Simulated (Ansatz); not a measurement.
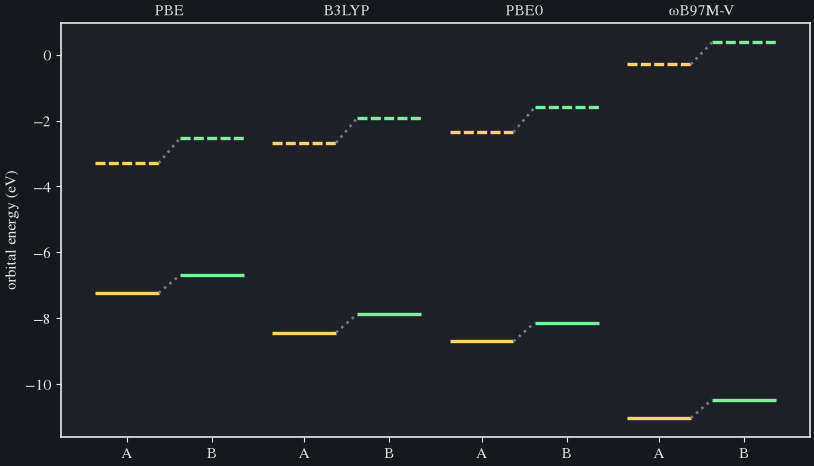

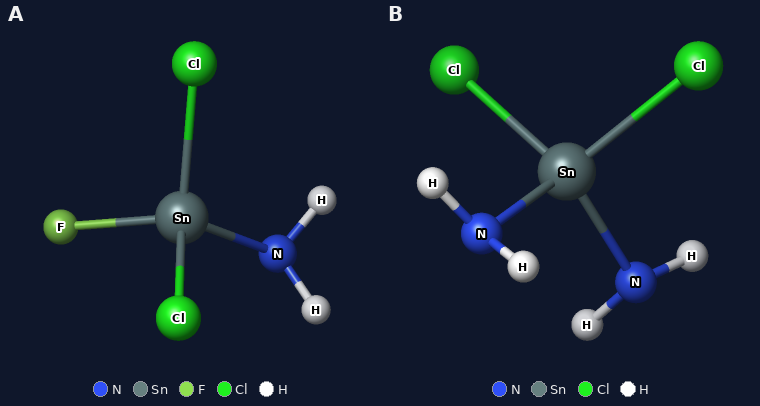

One change: A, SnNH₂Cl₂F (SMILES [NH2][Sn]([F])([Cl])[Cl]), becomes B, SnN₂H₄Cl₂ (SMILES [NH2][Sn]([NH2])([Cl])[Cl]). F on Sn is replaced by NH₂. HOMO (solid) and LUMO (dashed) computed in def2-TZVPP at PBE0-D4/def2-TZVP geometries, both minima by their frequencies, gas phase, the Ansatz code 0.2.0. Empty levels above zero depend strongly on the basis.

What does the change do to HOMO and LUMO?

PBE: the HOMO rises by 0.53 eV, the LUMO rises by 0.76 eV, and the separation goes from 3.94 to 4.16 eV. B3LYP: the HOMO rises by 0.56 eV, the LUMO rises by 0.76 eV, and the separation goes from 5.76 to 5.95 eV. PBE0: the HOMO rises by 0.57 eV, the LUMO rises by 0.76 eV, and the separation goes from 6.35 to 6.54 eV. ωB97M-V: the HOMO rises by 0.56 eV, the LUMO rises by 0.67 eV, and the separation goes from 10.73 to 10.84 eV.

Do the functionals agree on the effect?

They agree on the direction for both levels; the HOMO shift lies between 0.53 and 0.57 eV and the LUMO shift between 0.67 and 0.76 eV, while the separations themselves differ by up to 6.8 eV between functionals.

Known limits of this run: core potentials past krypton; spin-orbit coupling is left out, and with Sn it can shift these values.
